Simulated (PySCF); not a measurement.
## Electronic structure of C$_{4}$H$_{5}$ClGe (SMILES ClC1=[CH][GeH2][CH]=C1) in real space

Input

```
{"job": {"kind": "uv", "xc": "B3LYP", "basis": "def2-SVPD", "ip": true, "dynamic": true}, "charge": 0, "multiplicity": 1}
Cl     1.228344    -0.415953     0.005386
C     -0.495621    -0.510579    -0.148930
C     -1.185016    -1.665062    -0.168624
Ge    -3.054883    -1.175418    -0.358839
C     -2.561411     0.708007    -0.389372
C     -1.224448     0.775398    -0.265455
H     -0.709846    -2.642639    -0.090376
H     -3.928898    -1.570253     0.843915
H     -3.706615    -1.681416    -1.656693
H     -3.190351     1.595496    -0.479042
H     -0.648472     1.705698    -0.244644
```

Launched as:

```sh
OMP_NUM_THREADS=1 python probes_run.py task.json out
```

Geometry: PBE0-D3(BJ)/def2-SVP.

Method: PySCF 2.14.0, B3LYP/def2-SVPD, SCF density, gas phase.

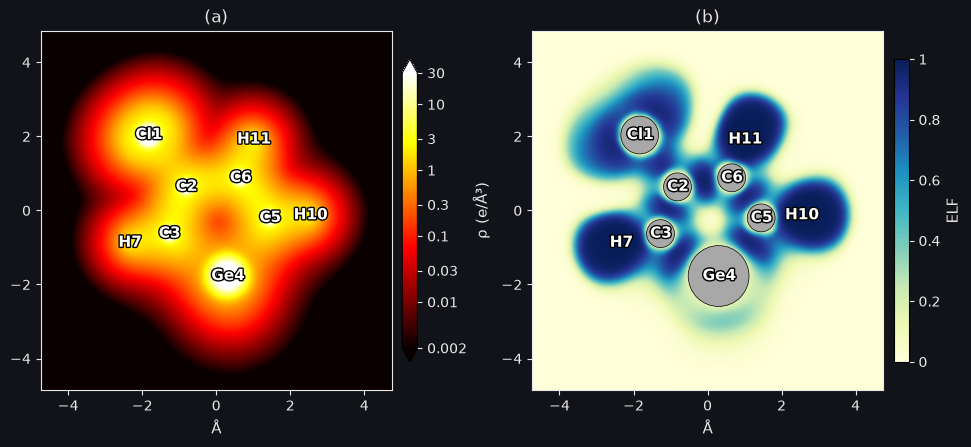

Figure 1. (a) electron density; (b) ELF on the plane of atoms Ge4, C5 and H10. Grey discs cover the atomic cores in the ELF map.

Describe what can be read from this map.

- Atoms in the plane: Cl, C, Ge and H.
- C–C (1.34 Å): the density is about 2.3 e/Å³ at the midpoint; the ELF peaks at about 0.95 between the atoms (a multiple bond).
- C–Cl (1.73 Å): the density is about 1.4 e/Å³ at the midpoint; the ELF peaks at about 0.90 between the atoms: a shared electron pair.
- C–Ge (1.94 Å): ρ at the midpoint is about 0.89 e/Å³; the ELF peaks at about 0.95 in the valence shell of C, 0.7 Å from its nucleus, and is about 0.70 at the midpoint.
- C–H (1.09 Å): ρ at the midpoint is about 2 e/Å³; the ELF climbs to about 1 towards the hydrogen, as it does in any bond to H (a covalent bond by its length).
- C–C (1.48 Å): ρ is about 1.8 e/Å³ halfway; the ELF peaks at about 0.95 between the atoms, as expected for a covalent bond.
- The ELF also peaks beside Cl1, away from the bonds: lone-pair regions.

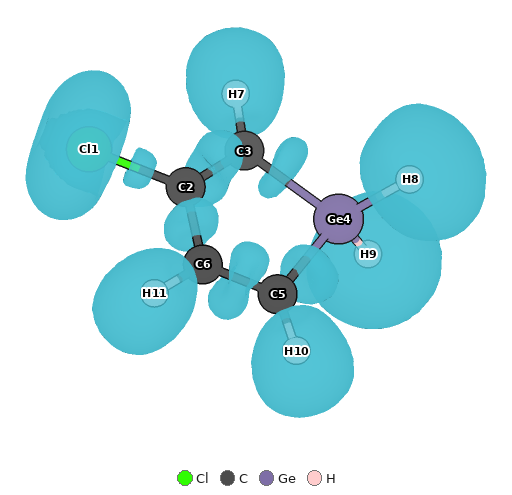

Figure 2. Isosurface of the electron localisation function at 0.8 (cyan), seen at a tilt. Core shells and regions of very low density are left out.

Identify the bonds, lone pairs and shells in this picture.

At this value the surface marks out three regions between bonded C–C atoms (shared pairs), one region between bonded C–Cl atoms (shared pairs), five regions around hydrogen nuclei, two lobes of the valence shell of C pointing towards Ge (polar bonds) and one ring or bowl of non-bonding electrons around Cl.

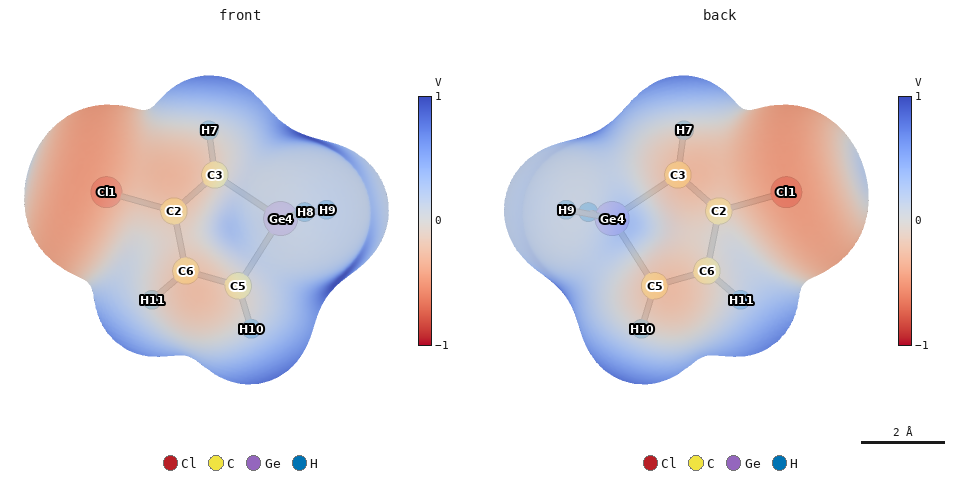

Figure 3. The electrostatic potential painted on the density surface at 0.001 e/bohr³, seen from the front and from behind; the colour scale runs from red (negative) to blue (positive).

Describe the electrostatic potential map.

The most negative region (about −0.5 V) lies over Cl1, the most positive (about +1.0 V) over Ge4. Cl1 shows a σ-hole: about +0.2 V at the tip opposite its bond, against about −0.4 V on its flanks.

What dipole moment does the calculation give?

Its dipole moment is 1.52 D.
